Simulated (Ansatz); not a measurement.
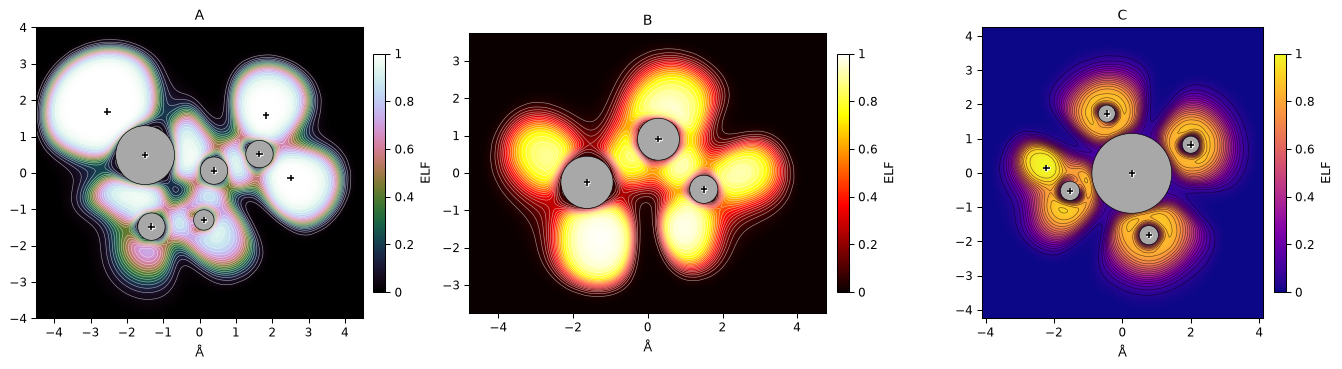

The electron localisation function of 3 systems, each on a plane through atoms (crosses mark nuclei in the plane; grey discs cover the cores).

Computed with Ansatz 0.2.0, RKS PBE0-D4/def2-TZVPP.

System 1: F$_{2}$H$_{4}$O$_{4}$W (SMILES [OH][W]([OH])([OH])([OH])([F])[F]), the plane of atoms O5, W2 and F7. Geometry: PBE0-D4/def2-TZVP; core potentials replace the inner electrons of W.

```
atom    x (Å)    y (Å)    z (Å)
   O  -1.3578  -1.0724   0.9006
   W  -0.0439  -0.0155   0.1044
   O   1.4661  -1.0011   0.6273
   O   0.8464   1.3445  -0.8487
   O  -0.1439  -1.0301  -1.4666
   F   0.2967   0.9239   1.7135
   F  -1.5291   1.1655  -0.1447
   H  -2.2822  -0.8216   0.9752
   H   1.9261  -0.7854   1.4438
   H   0.4182   2.1771  -1.0627
   H   0.4035  -0.8848  -2.2420
```

System 2: CH$_{7}$BSSi, the plane of atoms Si2, S3 and C4. Geometry: PBE0-D4/def2-TZVP.

```xyz
11

B    -0.8051    1.3055    0.0782
Si    0.4730    0.7921   -1.3206
S     0.7384    0.2780    0.8378
C     0.1097   -1.4169    0.8699
H    -0.7189    2.4393    0.4519
H    -1.8226    0.6914    0.2122
H     1.6429    1.6090   -1.7302
H     0.4982   -0.5094   -2.0378
H    -0.3700   -1.5747    1.8355
H     0.9413   -2.1094    0.7477
H    -0.6216   -1.5618    0.0762
```

System 3: C$_{3}$H$_{5}$AlO (SMILES C=[C]1O[CH2][AlH]1), the plane of atoms C2, Al5 and H10. Geometry: PBE0-D4/def2-TZVP.

```xyz
10

C     1.0791   -1.0955   -1.3161
C     0.3847   -0.3205   -0.4856
O    -0.2231   -0.8323    0.6506
C    -0.9001    0.2461    1.3486
Al   -0.2658    1.4623   -0.0711
H     1.5392   -0.6594   -2.1925
H     1.2039   -2.1609   -1.1470
H    -0.4950    0.3318    2.3613
H    -1.9657    0.0116    1.4296
H    -0.2741    2.9656   -0.5748
```

### Which map belongs to which system?

Panel A is system 3, C$_{3}$H$_{5}$AlO: the plane holds C, O, Al and H. C–C (1.33 Å): the ELF peaks at about 0.95 between the atoms: a short, multiple covalent bond. Panel B is system 2, CH$_{7}$BSSi: the plane holds Si, S and C. C–S (1.81 Å): the ELF peaks at about 0.90 between the atoms: localised, covalent bonding. Panel C is system 1, F$_{2}$H$_{4}$O$_{4}$W: the plane holds W, O, F and H. W–O (1.88 Å): the ELF peaks at about 0.85 in the valence shell of O, 0.5 Å from its nucleus, and drops to about 0.30 between the two atoms.
